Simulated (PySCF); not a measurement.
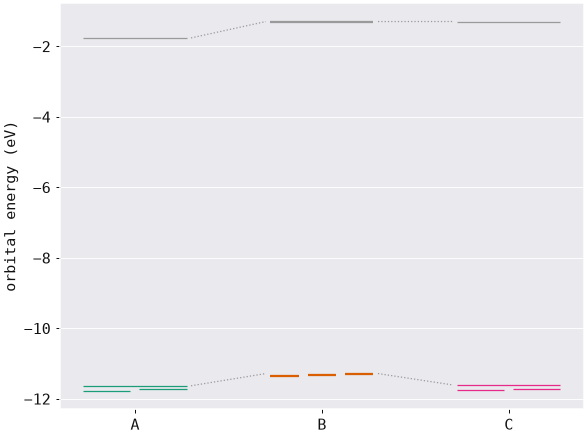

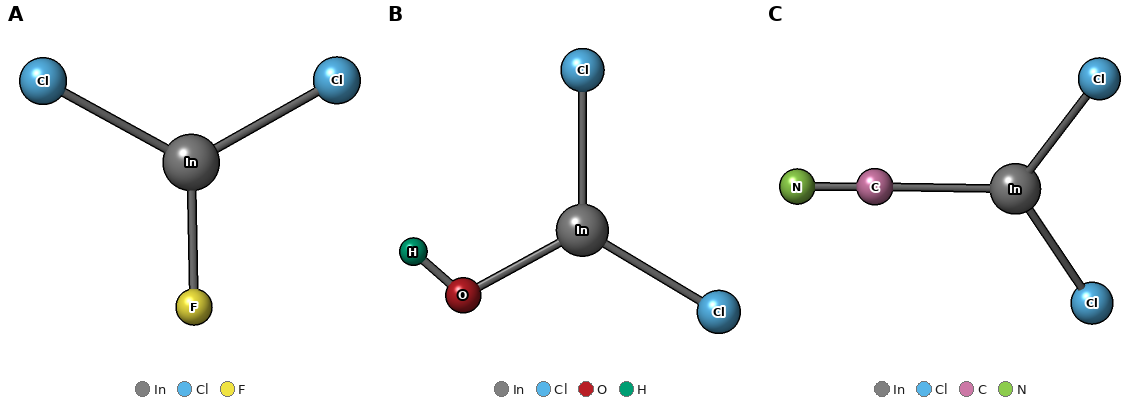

Related molecules: A is InCl₂F, SMILES [F][In]([Cl])[Cl], singlet; B is InHOCl₂ (InCl2(OH)), SMILES [OH][In]([Cl])[Cl], singlet; C is CCl₂InN, SMILES N#[C][In]([Cl])[Cl], singlet. Frontier orbital energies, ωB97X-D/def2-SVPD, PySCF 2.14.0, at a PBE0-D3(BJ)/def2-SVP geometry (no frequency check); drawn are at most three filled levels and, in grey, the LUMO with any level within 0.03 eV of it; dotted lines join the HOMOs and the LUMOs.

Question: What does the change do to the frontier levels?

Answer: From A to B the HOMO rises by 0.35 eV and the LUMO rises by 0.46 eV, so the separation goes from 9.87 to 9.99 eV. From A to C the HOMO hardly moves and the LUMO rises by 0.47 eV, so the separation goes from 9.87 to 10.31 eV.

Question: Does the ΔSCF ionisation energy follow the HOMO?

Answer: A: −ε(HOMO) 11.63, ΔSCF 12.22 eV; B: −ε(HOMO) 11.28, ΔSCF 11.72 eV; C: −ε(HOMO) 11.61, ΔSCF 12.12 eV.

Caveats, for all or some of the runs: effective core potentials, which hold scalar relativity, on atoms heavier than Kr; spin-orbit coupling is left out, and with In it can shift these levels and split any degenerate set.
